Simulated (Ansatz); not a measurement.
# Response to strain in Nb2O5

Take Nb2O5 (space group C2/m, No. 12; a cell from a computed database, its experimental status unchecked) as the base.

```
Nb2O5
1.0
    6.43355    -1.91016     0.00000
    6.43355     1.91016     0.00000
   -0.04603     0.00000     3.95977
Nb O
2 5
Direct
  0.85338   0.85338   0.93715
  0.14662   0.14662   0.06285
  0.85112   0.85112   0.48679
  0.14888   0.14888   0.51321
  0.00000   0.00000   0.00000
  0.68484   0.68484   0.00380
  0.31516   0.31516   0.99620
```

Strains are applied to the cell and any free atomic positions relax.

Level of theory: plane-wave PAW DFT at the PBEsol level (Ansatz, a quantum-chemistry and plane-wave program, 420 eV), no SOC, earlier PAW set.

Notes on the quantities. energy relative to the base: free energy F.

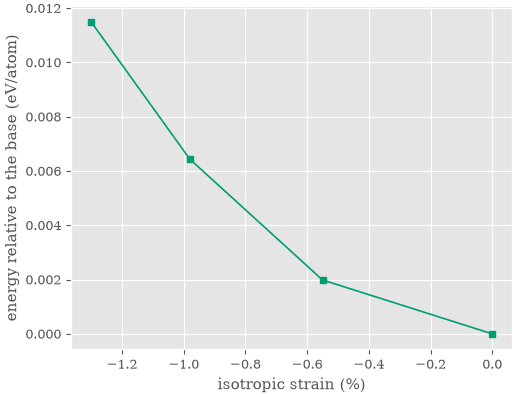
Figure: Energy relative to the base against isotropic strain

**Question.** From the plot, what is the energy relative to the base for isotropic strain −1.30 %?

**Answer.** About 0.0115 eV/atom.

**Question.** Is the trend monotonic over the range shown?

**Answer.** Yes, it falls throughout, spanning 0 meV/atom to +11 meV/atom.

No phonon test of stability was made.
